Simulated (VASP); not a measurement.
Band structure of PbF2 (fluorite). These are PBEsol GGA with spin-orbit coupling, VASP's PBE PAW potentials (set 64) (plane waves; VASP) values and carry that method's errors.

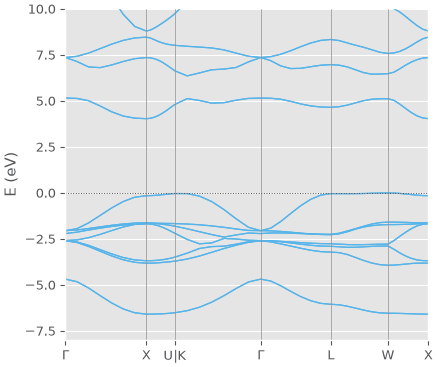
Figure. Bands along high-symmetry lines, zero at the valence-band maximum or, without a gap, the Fermi level

Q: Read the plot: is there a gap, and where are the band edges?

A: The gap is indirect, 4.03 eV, from the valence maximum at W to the conduction minimum at X.

The compound is PbF2 in the fluorite structure, the β form. It was relaxed first.
